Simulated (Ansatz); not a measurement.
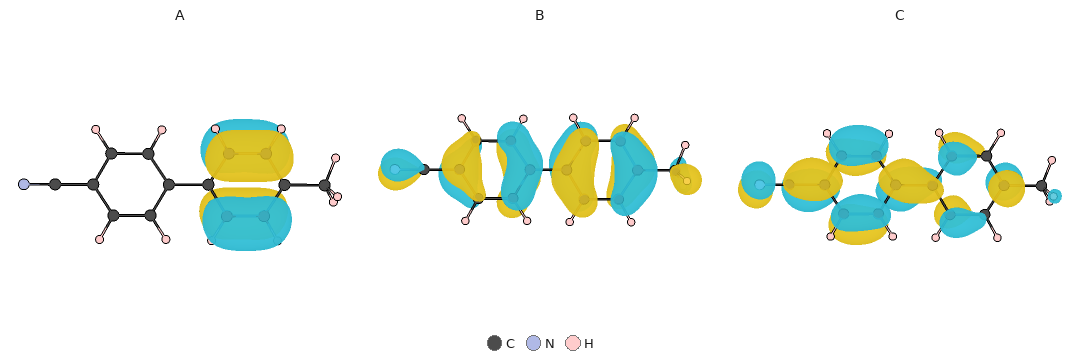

C14H11N (SMILES Cc1ccc(-c2ccc(C#N)cc2)cc1). Three frontier orbitals at ±0.08 Å⁻³ᐟ² (yellow and cyan are the two phases), in no order.

Geometry: PBE-D4/def2-SVP.

Computed with Ansatz 0.2.0, RKS PBE0-D4/def2-TZVP.

Input file:

```
crystal:
  periodic: [false, false, false]
  atoms:
    - {symbol: C, position_ang: [4.699089, -0.092712, -0.234508]}
    - {symbol: C, position_ang: [3.195806, -0.042370, -0.148679]}
    - {symbol: C, position_ang: [2.513801, -0.445376, 1.017625]}
    - {symbol: C, position_ang: [1.116240, -0.424311, 1.087867]}
    - {symbol: C, position_ang: [0.337438, -0.003366, -0.013320]}
    - {symbol: C, position_ang: [-1.141881, 0.020917, 0.057710]}
    - {symbol: C, position_ang: [-1.810659, 0.312646, 1.270472]}
    - {symbol: C, position_ang: [-3.204468, 0.337296, 1.344599]}
    - {symbol: C, position_ang: [-3.981182, 0.066842, 0.193313]}
    - {symbol: C, position_ang: [-5.412370, 0.089031, 0.261382]}
    - {symbol: N, position_ang: [-6.585630, 0.106570, 0.315840]}
    - {symbol: C, position_ang: [-3.326777, -0.226589, -1.026362]}
    - {symbol: C, position_ang: [-1.932187, -0.246728, -1.085565]}
    - {symbol: C, position_ang: [1.020643, 0.400292, -1.183561]}
    - {symbol: C, position_ang: [2.417724, 0.383586, -1.245921]}
    - {symbol: H, position_ang: [5.105003, 0.769192, -0.801469]}
    - {symbol: H, position_ang: [5.168371, -0.098143, 0.768782]}
    - {symbol: H, position_ang: [5.037287, -1.011715, -0.760877]}
    - {symbol: H, position_ang: [3.093475, -0.788672, 1.889552]}
    - {symbol: H, position_ang: [0.617756, -0.770839, 2.005951]}
    - {symbol: H, position_ang: [-1.222072, 0.556004, 2.167439]}
    - {symbol: H, position_ang: [-3.707413, 0.573613, 2.293489]}
    - {symbol: H, position_ang: [-3.925241, -0.445850, -1.922435]}
    - {symbol: H, position_ang: [-1.439937, -0.504140, -2.035113]}
    - {symbol: H, position_ang: [0.446907, 0.768866, -2.047556]}
    - {symbol: H, position_ang: [2.920288, 0.715957, -2.168668]}
basis:
  gaussian: {orbitals: def2-TZVP, initial_orbitals: start.molden}
hamiltonian: {xc: pbe0, dispersion: d4}
scf: {omitted_lower_state_checks: [starts]}
output: {orbitals: {seedname: orbitals}}
```

Command:

```sh
ansatz run in.yaml --threads 4 --pin off --events-out ev --progress --plain --max-ram 6963MiB
```

**Order the three orbitals by energy and name them.**

A is the HOMO−1 (−7.62 eV). Its weight (Hirshfeld) is mainly on C14 (about 20 %), C15 (about 20 %), C4 (about 20 %) and C3 (about 20 %). B is the HOMO (−6.79 eV). Its weight (Hirshfeld) is mainly on C2 (about 15 %), C5 (about 15 %), C9 (about 10 %), C6 (about 10 %), C4 (about 5 %) and C14 (about 5 %). C is the LUMO (−1.94 eV). Its weight (Hirshfeld) is mainly on C6 (about 15 %), C9 (about 15 %), N11 (about 10 %), C12 (about 10 %), C8 (about 10 %) and C10 (about 5 %).

**What is the HOMO–LUMO gap?**

4.85 eV between the orbital energies.
